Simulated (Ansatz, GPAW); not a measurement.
# A 4-layer slab of Cu(100) in an electric field, part 3 of 3

Aim: the dipole that a field along the normal induces in a 4-layer slab of Cu(100).

GPAW 26.7.0 and Ansatz 0.2.0; Ansatz plane waves; slab in vacuum with a dipole correction, relaxation (the session's first sound run).

So far. Step 8 (In a field): The dipole is now 0.0311 e Å, against 4.0e-4 in the run without a field. Step 9 (Field on): The dipole is now 0.0619 e Å, against 4.0e-4 in the run without a field.

**10. In a field**

Level of this step: GPAW, PAW setups; slab in vacuum (GPAW).

Input file run.py:

```python
import json
import numpy as np
from ase import Atoms
from gpaw import GPAW, PW
from gpaw.external import ConstantElectricField

slab = Atoms(
    ['Cu', 'Cu', 'Cu', 'Cu'],
    positions=[
        [1.27633, 1.27633, 8.00000],
        [0.00000, 0.00000, 9.80500],
        [1.27633, 1.27633, 11.64160],
        [-0.00000, 0.00000, 13.41872]],
    cell=[[2.55266, 0.0, 0.0], [0.0, 2.55266, 0.0], [0.0, 0.0, 21.415]],
    pbc=[True, True, False])

slab.calc = GPAW(mode=PW(400), xc='PBE', kpts={'size': (12, 12, 1), 'gamma': True},
                 occupations={'name': 'fermi-dirac', 'width': 0.1}, nbands='160%',
                 convergence={'density': 1e-05}, maxiter=200,
                 poissonsolver={'dipolelayer': 'xy'},
                 external=ConstantElectricField(0.3, [0, 0, 1]),
                 symmetry={'tolerance': 1e-3}, txt='slab.txt')
result = {}
energy = slab.get_potential_energy()
fermi = slab.calc.get_fermi_level()
v = slab.calc.get_electrostatic_potential().mean((0, 1)) - fermi
n = slab.calc.get_pseudo_density().mean((0, 1))
L = slab.cell[2, 2]
z = np.arange(len(v)) * L / len(v)
low, high = slab.positions[:, 2].min(), slab.positions[:, 2].max()
below, above = np.interp([low - 5.8, high + 5.8], z, v)
slopes = [np.interp(x, z, np.gradient(v, z)) for x in (low - 5.8, high + 5.8)]
eps = np.array([[slab.calc.get_eigenvalues(k, s) for k in range(len(slab.calc.get_ibz_k_points()))]
                for s in range(slab.calc.get_number_of_spins())]) - fermi
top, bottom = eps[eps < 0].max(), eps[eps > 0].min()
dipole = slab.get_dipole_moment()[2]
print(f'energy {energy:.4f} eV, Fermi level {fermi:.4f} eV, dipole {dipole:.5f} e A')
print(f'potential 5.8 A off the faces, from the Fermi level: lower {below:.4f} eV, upper {above:.4f} eV')
print(f'slope of the potential there: lower {slopes[0]:.5f}, upper {slopes[1]:.5f} eV/A')
print(f'nearest levels on the mesh: {top:.4f} and {bottom:.4f} eV')
print('magnetic moment', round(slab.get_magnetic_moment(), 3))
result.update(energy=energy, fermi=fermi, dipole=dipole, below=below, above=above, slopes=slopes, edges=[top, bottom],
              z=z.tolist(), v=v.tolist(), n=n.tolist(), positions=slab.positions.tolist(),
              forces=slab.get_forces(apply_constraint=False).tolist(), moments=slab.get_magnetic_moments().tolist())
json.dump(result, open('result.json', 'w'))
```

Launch:

```console
$ OMP_NUM_THREADS=1 OPENBLAS_NUM_THREADS=1 python run.py
```

The log of the run:

```text
energy -12.9948 eV, Fermi level -0.2497 eV, dipole 0.09272 e A
potential 5.8 A off the faces, from the Fermi level: lower 5.8623 eV, upper 3.2874 eV
slope of the potential there: lower -0.00028, upper 0.00015 eV/A
nearest levels on the mesh: -0.0244 and 0.0674 eV
magnetic moment 0.0
```

Run time: 2.1 min. Hardware: 1 thread of Intel Xeon 6975P-C (Granite Rapids), shared host; peak memory 0.31 GiB.

The electrostatic potential energy of an electron (without an applied field's), less the Fermi level, planar mean oscillates, so the rows of the table below give means over windows of 1.82 Å about each position, cut where the curve ends. Its maxima inside the range that stand out by 2 % of the span (Å: eV): 0.7: 5.86, 8.9: -1.01, 10.7: -1.37, 12.5: -2.35. Its minima: 8.0: -15.0, 9.9: -15.7, 11.7: -16.4, 13.4: -16.6.

The electrostatic potential energy of an electron (without an applied field's), less the Fermi level, planar mean by z; means over each step:

```
z (Å)  electrostatic potential energy of an electron (without an applied field's), less the Fermi level, planar mean (eV)
 0.91                                                                                                                5.73
 2.73                                                                                                                5.86
 4.55                                                                                                                5.84
 6.37                                                                                                                4.52
 8.19                                                                                                               -6.99
10.01                                                                                                               -7.76
11.83                                                                                                               -8.44
13.65                                                                                                               -7.96
15.47                                                                                                                2.90
17.29                                                                                                                3.28
19.11                                                                                                                3.29
20.93                                                                                                                3.38
```

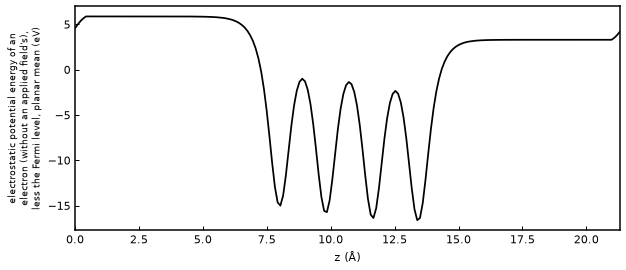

Electrostatic potential energy of an electron (without an applied field's), less the Fermi level, planar mean against z.

The dipole is now 0.0927 e Å, against 4.0e-4 in the run without a field.

**11. The series**

The members are put on one axis.

This step: induced dipole against applied field (GPAW 26.7.0).

Table of dipole along the normal by field:

```
field (V/Å)  dipole along the normal (e·Å)
     -0.200                        -0.0611
     -0.100                        -0.0303
     -0.050                        -0.0150
      0.000                         4.0e-4
      0.050                         0.0158
      0.100                         0.0311
      0.200                         0.0619
      0.300                         0.0927
```

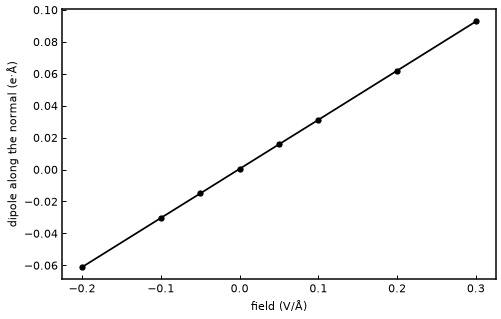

Dipole along the normal against field.

**12. A changed run**

One more run, with changed settings.

This step: GPAW, PAW setups; slab in vacuum (GPAW 26.7.0).

run.py, as its differences from that of step 10:

```diff
@@ -4,3 +4,2 @@
 from gpaw import GPAW, PW
-from gpaw.external import ConstantElectricField
 
@@ -18,5 +17,4 @@
                  occupations={'name': 'fermi-dirac', 'width': 0.1}, nbands='160%',
-                 convergence={'density': 1e-05}, maxiter=200,
+                 convergence={'density': 1e-05}, maxiter=50,
                  poissonsolver={'dipolelayer': 'xy'},
-                 external=ConstantElectricField(0.3, [0, 0, 1]),
                  symmetry={'tolerance': 1e-3}, txt='slab.txt')
@@ -30,4 +28,4 @@
 low, high = slab.positions[:, 2].min(), slab.positions[:, 2].max()
-below, above = np.interp([low - 5.8, high + 5.8], z, v)
-slopes = [np.interp(x, z, np.gradient(v, z)) for x in (low - 5.8, high + 5.8)]
+below, above = np.interp([low - 1.0, high + 1.0], z, v)
+slopes = [np.interp(x, z, np.gradient(v, z)) for x in (low - 1.0, high + 1.0)]
 eps = np.array([[slab.calc.get_eigenvalues(k, s) for k in range(len(slab.calc.get_ibz_k_points()))]
@@ -37,3 +35,3 @@
 print(f'energy {energy:.4f} eV, Fermi level {fermi:.4f} eV, dipole {dipole:.5f} e A')
-print(f'potential 5.8 A off the faces, from the Fermi level: lower {below:.4f} eV, upper {above:.4f} eV')
+print(f'potential 1.0 A off the faces, from the Fermi level: lower {below:.4f} eV, upper {above:.4f} eV')
 print(f'slope of the potential there: lower {slopes[0]:.5f}, upper {slopes[1]:.5f} eV/A')
```

The log of the run:

```text
energy -12.9809 eV, Fermi level -0.2427 eV, dipole 0.00040 e A
potential 1.0 A off the faces, from the Fermi level: lower 1.7197 eV, upper 1.7116 eV
slope of the potential there: lower -7.39382, upper 7.38799 eV/A
nearest levels on the mesh: -0.0176 and 0.0700 eV
magnetic moment 0.0
```

Elapsed: 29 s, on 1 thread; peak memory 0.2 GiB.

The run finished. A setting was moved off its sound value on purpose, so it serves as a test and not as the result.

The fault put into the input: the potential probed 1 A off the face (probe = 1.0).

**13. Outcome**

- work function, upper and lower face: 4.557 and 4.569 eV
- dipole along the normal: 4.0e-4 e Å
- induced dipole per field: 0.308 e Å per V/Å
- out-of-plane polarisability per area, α/(ε0 A): 8.54 Å

What this shows: The field induces 0.308 e Å per V/Å, a polarisable thickness α/(ε0 A) of 8.54 Å beside 5.42 Å between the outermost nuclei. A perfect conductor would give the distance between its two image planes; a dielectric of thickness t gives t(1 - 1/ε). The induced dipole is linear in the field over this range. The small printed dipole stands for a step of -11 meV from the lower to the upper face, and the probes find -11 meV; values this small are near the numerical noise of both. The slab is only 5.4 Å thick between its outer nuclei, so the values belong to this film more than to the surface of the bulk metal. The in-plane lattice was kept as typed, which isn't the functional's own and leaves some strain; spin-orbit coupling and temperature are left out.

[Logs are printed without paths, hosts, clocks, repeated set-up lines and the standing remarks that a program may print on its own settings, such as how far it seeks lower states.]

[Hosts, paths, dates, database ids (printed as entryN), source tags and the programs' standing remarks are cut or masked in the printed files.]
